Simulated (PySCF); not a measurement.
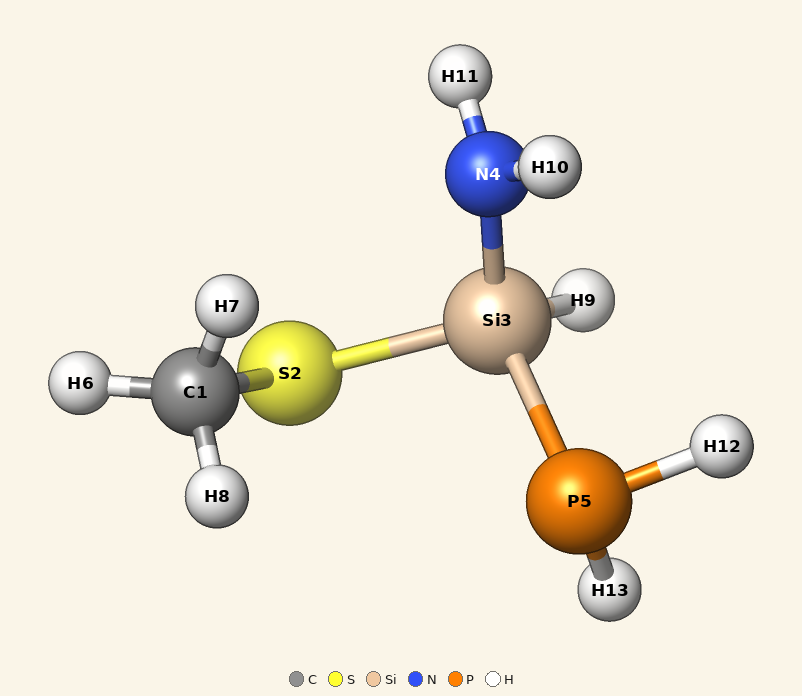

Computed geometry: PBE0-D3(BJ)/def2-SVP optimisation. No frequency run is at hand to confirm it as a minimum. Level of theory: delta-SCF UKS PBE0, pcX-2 on the ionised atom, pcseg-1 elsewhere, spin-free X2C (PySCF 2.14.0).

Give the core-electron binding energies (to vacuum; p and d levels without spin–orbit splitting) of C1 1s, S2 1s, S2 2p, Si3 1s, Si3 2p, N4 1s, P5 1s, P5 2p.

```
atom  level  binding energy (eV)
  C1     1s                290.6
  S2     1s               2473.6
  S2     2p                168.5
 Si3     1s               1844.7
 Si3     2p                106.9
  N4     1s                404.2
  P5     1s               2147.3
  P5     2p                136.1
```
